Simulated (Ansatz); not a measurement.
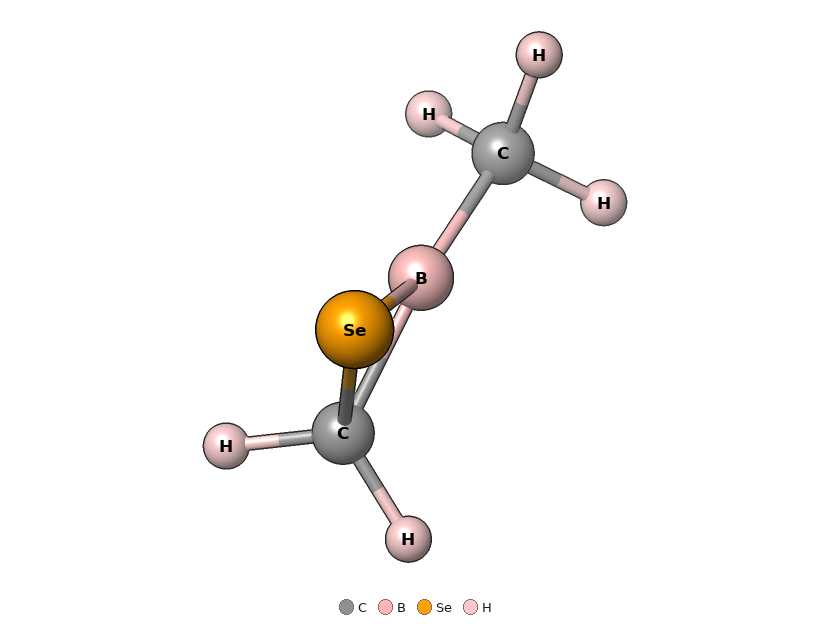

Atoms fade into the background with distance from the viewer. Computed geometry: PBE-D4/def2-SVP optimisation. No frequency run is at hand to confirm it as a minimum.

Question: Which symmetry elements does this geometry have?

Answer: It has 1 mirror plane, so the point group is Cs. The group has 2 operations. The geometry is achiral, and symmetry allows a dipole moment.
